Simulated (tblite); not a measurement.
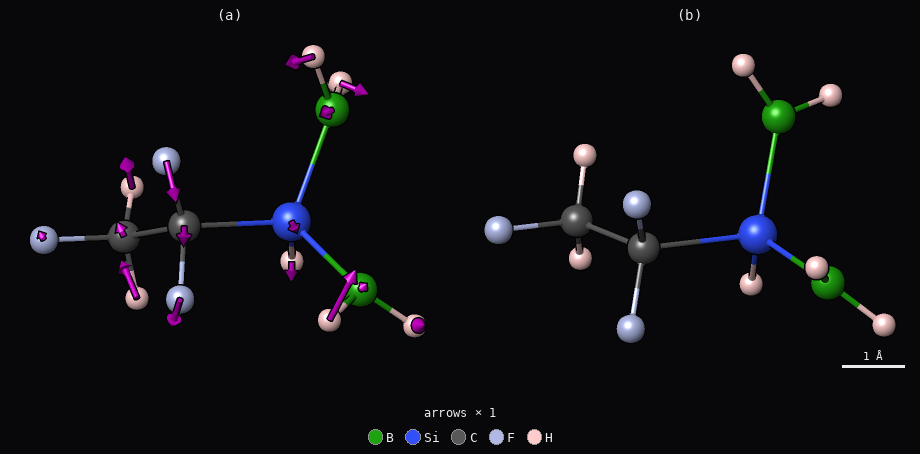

The structure of C2H7B2F3Si before (left) and after (right) a relaxation, at one scale. The purple arrows give the displacements, at their true length.

The picture is a ball-and-stick view, seen at a tilt.

All numbers below come from GFN2-xTB geometry optimisation, gas phase in tblite. 

### What changed between the two?

The atom that moves furthest after the best rigid fit is an H atom (1.00 Å). By element the largest moves are H 1.00 Å, F 0.75 Å, C 0.37 Å, B 0.33 Å, Si 0.25 Å. Near-neighbour distances that change, for instance: C–Si 1.861 → 1.975 Å, B–H 1.205 → 1.169 Å, C–F 1.404 → 1.373 Å, B–Si 1.936 → 1.959 Å. Among the angles between lasting bonds that change: C–Si–H 108.4° → 99.0°, B–Si–H 106.7° → 115.1°, Si–C–C 109.3° → 114.9°. Groups turn about C–Si by about 30°. After 149 geometry steps the energy has fallen by 74.7 kJ/mol. Cost: 1 s on 1 thread of Arm Neoverse V1, on a shared host.
